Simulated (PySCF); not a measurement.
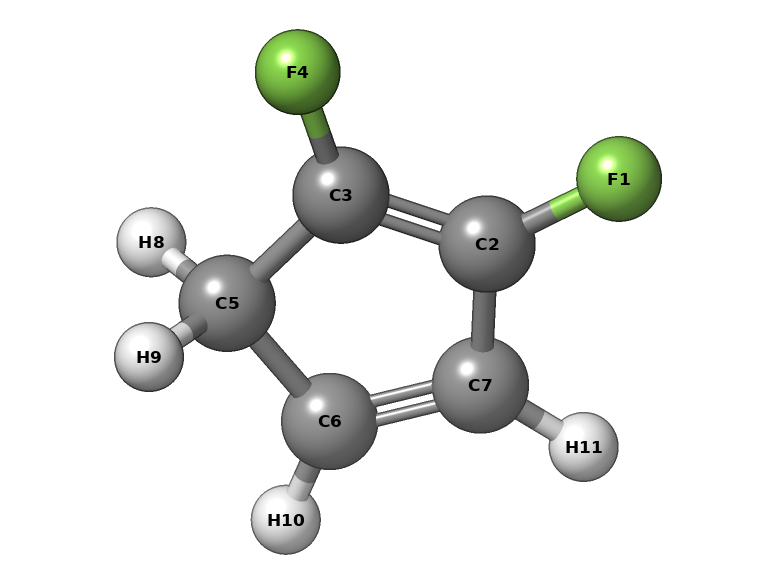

Computed geometry: PBE0-D3(BJ)/def2-SVP optimisation. No frequency run is at hand to confirm it as a minimum. Method: B3LYP/cc-pVTZ indirect spin-spin coupling, non-relativistic, gas phase (PySCF 2.14.0). Isotopes: 13C, 19F, 1H.

Give the spin–spin coupling constants of these pairs, with the number of bonds between them: C3/F4, F1/C7, C2/F4, F4/C5, F1/C5, F1/C6, F1/F4, F4/H8, F4/H9.

| pair | bonds apart | J (Hz) |
| --- | --- | --- |
| C3, F4 | 1 | −336.3 |
| F1, C7 | 2 | 18.5 |
| C2, F4 | 2 | 3.0 |
| F4, C5 | 2 | 12.0 |
| F1, C5 | 3 | −0.5 |
| F1, C6 | 3 | 1.9 |
| F1, F4 | 3 | 15.2 |
| F4, H8 | 3 | −0.8 |
| F4, H9 | 3 | −0.7 |

Density functionals are unreliable for couplings to fluorine, so those rows may be far off.
